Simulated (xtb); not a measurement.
**Run report: CH$_{8}$OSSi$_{2}$, geometry relaxation (part 4 of 4)**

CH$_{8}$OSSi$_{2}$; GFN2-xTB (xtb 6.7.1). 

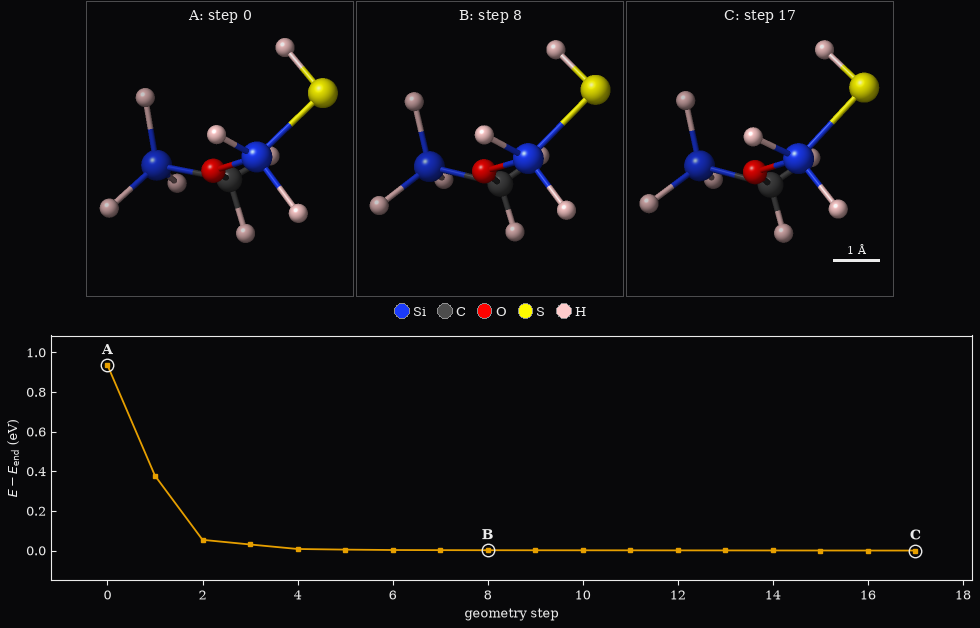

Figure 1. Frames of the relaxation (ball-and-stick view, seen at a tilt) above the curves, on which the letters mark them (steps are counted from 0).

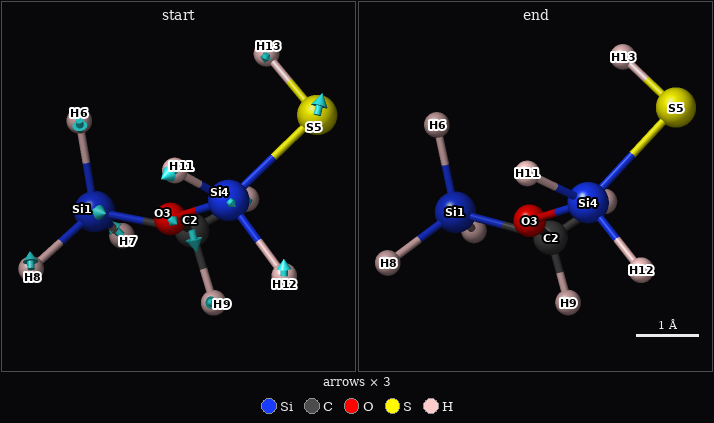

Figure 2. Before (left) and after (right) the relaxation, at one scale (ball-and-stick view, seen at a tilt). The teal arrows give the displacements, magnified 3 times. The largest moves after the best rigid fit, 0.12 Å, are those of C2 and S5. By element the largest moves are S 0.12 Å, C 0.12 Å, H 0.12 Å, Si 0.10 Å, O 0.06 Å. Among the contacts that change: C2–H9 1.230 → 1.094 Å, Si4–H12 1.574 → 1.454 Å, Si4–H11 1.333 → 1.448 Å, Si4–S5 2.050 → 2.157 Å. Among the angles that change: H6–Si1–H7 120.2° → 110.8°, C2–Si1–H6 99.2° → 108.3°, O3–C2–H10 116.0° → 109.5°. Over 17 geometry steps the energy falls by 0.936 eV. (Atoms are counted from 1 in the order of the input.)

This output came from the following input.

**Input (struc.tmol)**
```
$coord
     -3.365753406048      1.956112203384      2.142949425326  si
     -1.166830292911      0.941272582676     -0.688181562805  c
     -0.170812344405     -1.353799795682     -0.173363474673  o
      2.318316009691     -2.724191386738     -1.377100118799  si
      5.272146915093     -0.235724436786     -1.668042352946  s
     -1.385887345278      2.073879935471      4.246233499295  h
     -4.560740618217      4.250617663904      1.244422447589  h
     -5.158385402391     -0.270457602956      2.381640732127  h
     -2.408777199277      0.604202133827     -2.623242217161  h
      0.147115178802      2.370944882262     -1.277379271202  h
      2.813556535172     -4.514423430902      0.325373044138  h
      1.957605087022     -3.466645883842     -4.235613238475  h
      5.244878167115      0.735745969362      0.820802542231  h
$end
```

**File input.inp**
```
$opt
   hessian=swart
$end
```

Launch command:
```bash
xtb struc.tmol -I input.inp --gfn 2 --opt normal --chrg 0 -P 1 > run.log 2> xtb.err
```

**Summary**

| quantity | value |
| --- | --- |
| outcome | converged |
| electrons treated | 32 |
| total energy | −17.060445 hartree |
| dispersion energy | −0.009355 hartree |
| basis functions | 46 |
| HOMO | −10.21 eV |
| LUMO | −5.44 eV |
| dipole moment | 2.82 D |
| hardware | 1 thread of Intel Xeon @ 2.50GHz (Skylake/Cascade Lake), 189 GiB of memory available, shared host |
| peak memory | 0.071 GiB |

**Remarks**

Settings chosen away from the usual ones: method = gfn2-xtb; task = optimise; x = {"model_hessian": "swart"}; opt_level = normal; partner = base.
